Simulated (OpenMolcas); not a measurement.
# As2 (SMILES [As]#[As]) at TPSSh/ANO-RCC-VTZP (DKH4)

What is the vertical ionisation energy of As2 at TPSSh/ANO-RCC-VTZP (DKH4)? 

The calculation is run with OpenMolcas 26.06.

## 1. The molecule

As2: 2 atoms, total charge 0, spin state singlet. SMILES: `[As]#[As]`. The coordinates come from a PBE0-D4/def2-TZVP relaxation.

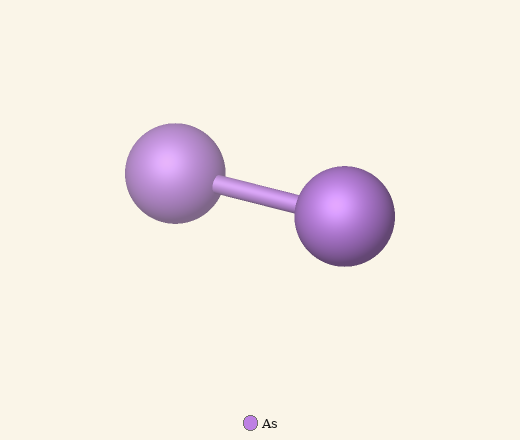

Viewed from a chosen angle; arsenic purple.

## 2. A single-point energy at TPSSh/ANO-RCC-VTZP (DKH4)

job.inp

```
&GATEWAY
  Coord
  2
  bohr
  As     0.00000000     0.00000000     0.00468652
  As     0.00000000     0.00000000     3.95234329
  Basis=ANO-RCC-VTZP
  Group=NoSym

&SEWARD
  Relativistic=R04O02
  Expert

&SCF
  KSDFT=HYB_MGGA_XC_TPSSH
  PrOrbitals=1 1
```

On the command line:

```console
$ export MOLCAS_MEM=1860
$ pymolcas job.inp > job.log
```

What it wrote:

```text
--- Start Module: gateway ---
[...]
--- Stop Module: gateway /rc=_RC_ALL_IS_WELL_ ---
--- Start Module: seward ---
[...]
 ###    WARNING:  EXPERT option is ON!                                       ###
 ###############################################################################
               SEWARD will generate:
[...]
      Basis functions           86
--- Stop Module: seward /rc=_RC_ALL_IS_WELL_ ---
[...]
--- Start Module: scf ---
[...]
       Convergence after   9 Iterations
[...]
::    Total KS-DFT energy                           -4521.5868513509
[...]
      Total spin, S                                     0.0000000000
[...]
      Total electronic charge=   66.000000
      Total            charge=   -0.000000
[...]
      Dipole Moment (debye):
      Origin of the operator (angstrom)=    0.0000    0.0000    1.0470
                   X=  2.0747E-11               Y= -2.1125E-11               Z= -1.7108E-06           Total=  1.7108E-06
      Quadrupole Moment (debye*angstrom):
[...]
--- Stop Module: scf /rc=_RC_ALL_IS_WELL_ ---
[...]
```

Run time: 14 s. Hardware: 1 thread of Arm Neoverse V2, shared host; peak memory 0.52 GiB.

## 3. The doublet cation

job.input

```
&GATEWAY
  Coord
  2
  bohr
  As     0.00000000     0.00000000     0.00468652
  As     0.00000000     0.00000000     3.95234329
  Basis=ANO-RCC-VTZP
  Group=NoSym

&SEWARD
  Relativistic=R04O02
  Expert

&SCF
  UHF
  Charge=1
  Spin=2
  KSDFT=HYB_MGGA_XC_TPSSH
  PrOrbitals=1 1
```

On the command line:

```console
$ export MOLCAS_MEM=1860
$ pymolcas job.input > job.log
```

What it wrote:

```text
--- Start Module: gateway ---
[...]
--- Stop Module: gateway /rc=_RC_ALL_IS_WELL_ ---
--- Start Module: seward ---
[...]
 ###    WARNING:  EXPERT option is ON!                                       ###
 ###############################################################################
               SEWARD will generate:
[...]
      Basis functions           86
--- Stop Module: seward /rc=_RC_ALL_IS_WELL_ ---
[...]
--- Start Module: scf ---
[...]
       Convergence after  21 Iterations
[...]
::    Total KS-DFT energy                           -4521.2304755541
[...]
      Total spin, S                                     0.5013356285
[...]
      Total electronic charge=   65.000000
      Total            charge=    1.000000
[...]
      Dipole Moment (debye):
      Origin of the operator (angstrom)=    0.0000    0.0000    1.0470
                   X= -4.6404E-12               Y= -8.3779E-12               Z=  9.3335E-07           Total=  9.3335E-07
      Center of Charge (angstrom)
[...]
--- Stop Module: scf /rc=_RC_ALL_IS_WELL_ ---
[...]
```

Wall time 23 s (1 thread of Arm Neoverse V2, shared host); peak memory 0.52 GiB.

## 4. Summary of results

At TPSSh/ANO-RCC-VTZP (DKH4):

| quantity | value |
| --- | --- |
| singlet As2: total energy | -4521.58685 Eh |
| singlet As2: dipole moment | 0.00 D |
| singlet As2: HOMO energy | -6.97 eV |
| singlet As2: LUMO energy | -3.07 eV |
| singlet As2: HOMO–LUMO gap | 3.90 eV |
| doublet cation: total energy | -4521.23048 Eh |
| doublet cation: HOMO energy (highest over α and β) | -13.55 eV |
| doublet cation: LUMO energy (lowest over α and β) | -12.44 eV |
| doublet cation: ⟨S²⟩ | 0.753 |
| vertical ionisation energy (to the doublet cation) | 9.697 eV |

This program's gradients are faulty for this kind of reference, so any forces in the log (doublet cation) can't be trusted; the energy can. The vertical ionisation energy comes to 9.70 eV (224 kcal/mol). The negative HOMO energy of the first species, 6.97 eV, lies 2.73 eV below that difference.
